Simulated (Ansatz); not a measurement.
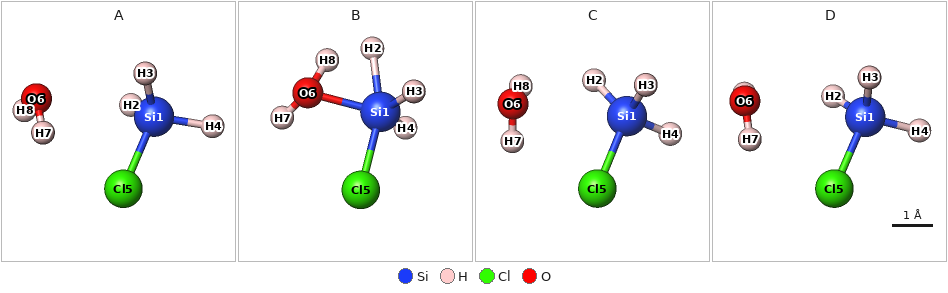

4 geometries from a converged minimum-energy path of SiH₅OCl, made up at the start of SiH$_{3}$Cl and H₂O, shuffled. Style: ball-and-stick. Shown at a tilt.

Theory: RKS PBE/def2-SVP in Ansatz. Set-up: 9 movable images; climbing image; force threshold 0.05 eV/Å; iteration limit 60; starting path through a guess of the saddle point.

### Which of them lies highest in energy?

B. In order along the path, whose images run from 0 to 10: A (image 0, 0.0 kJ/mol), D (image 1, +5.5 kJ/mol), C (image 2, +29.9 kJ/mol), B (image 4, +121.5 kJ/mol). Breaking: O6–H8 (0.98 → 1.13 at the top → 2.50 Å), Si1–H2 (1.50 → 1.74 at the top → 4.46 Å). Forming: H2–H8 (2.82 → 1.18 at the top → 0.77 Å), Si1–O6 (3.02 → 1.89 at the top → 1.67 Å).

Limits of the set-up: the start holds two separate molecules, 2.5 Å apart at their closest, whose relative position is a soft coordinate and is computed without a dispersion correction.
